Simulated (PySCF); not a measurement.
```yaml
atoms:
  - { symbol: Si, position_ang: [2.3188, -0.3319, 1.1793] }
  - { symbol: S, position_ang: [2.1964, 0.4629, -0.8111] }
  - { symbol: Si, position_ang: [0.0597, 0.5138, -1.1151] }
  - { symbol: C, position_ang: [-0.9293, 1.4458, 0.2135] }
  - { symbol: Si, position_ang: [-1.6993, -0.2242, 0.7167] }
  - { symbol: C, position_ang: [-0.8573, -1.1095, -0.7464] }
  - { symbol: H, position_ang: [3.7703, -0.3703, 1.5128] }
  - { symbol: H, position_ang: [1.6008, 0.5336, 2.1625] }
  - { symbol: H, position_ang: [1.7498, -1.7107, 1.2574] }
  - { symbol: H, position_ang: [-0.0846, 1.0296, -2.5087] }
  - { symbol: H, position_ang: [-1.6543, 2.1561, -0.2162] }
  - { symbol: H, position_ang: [-0.3446, 1.9784, 0.9779] }
  - { symbol: H, position_ang: [-3.1939, -0.2585, 0.6999] }
  - { symbol: H, position_ang: [-1.2108, -0.7121, 2.0432] }
  - { symbol: H, position_ang: [-1.5500, -1.3930, -1.5556] }
  - { symbol: H, position_ang: [-0.2388, -1.9870, -0.5076] }
```

Geometry: PBE0-D3(BJ)/def2-SVP.

The calculation used B3LYP/def2-SVPD, SCF density, gas phase in PySCF 2.14.0.

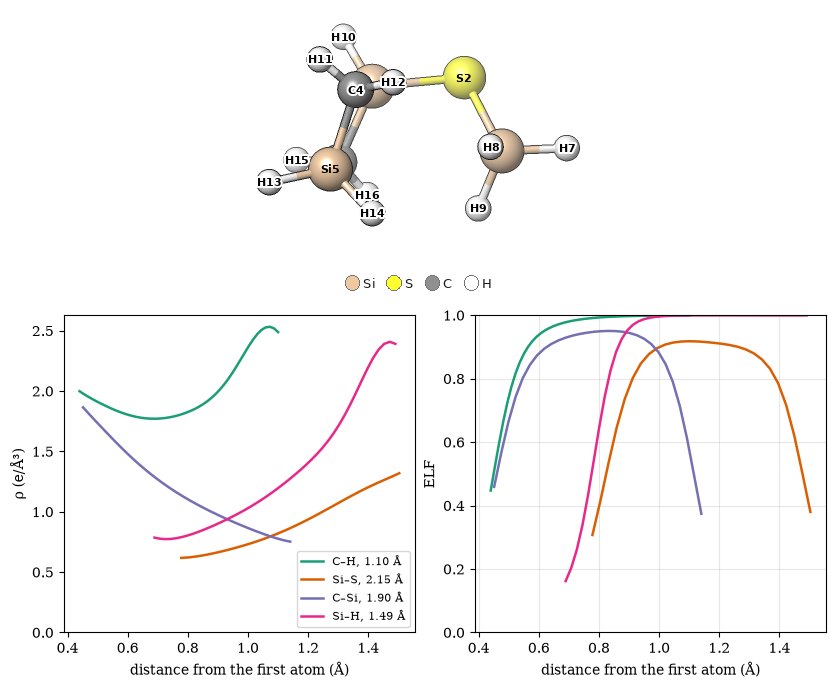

C2H10SSi3 (SMILES [SiH3]S[SiH]1C[SiH2]C1). Electron density and ELF along straight lines between neighbouring atoms. The curves leave out the atomic cores. The structure is drawn too.

Question: Compare the contacts.

Answer: C–H (1.10 Å): the density is about 1.9 e/Å³ at the midpoint; the ELF climbs to about 1 towards the hydrogen, as it does in any bond to H: a covalent bond by its length.
Si–S (2.15 Å): ρ at the midpoint is about 0.79 e/Å³; the ELF peaks at about 0.90 between the atoms: a covalent bond.
C–Si (1.90 Å): the density is about 0.92 e/Å³ at the midpoint; the ELF peaks at about 0.95 between the atoms; a covalent bond.
Si–H (1.49 Å): ρ at the midpoint is about 0.78 e/Å³; the ELF climbs to about 1 towards the hydrogen.
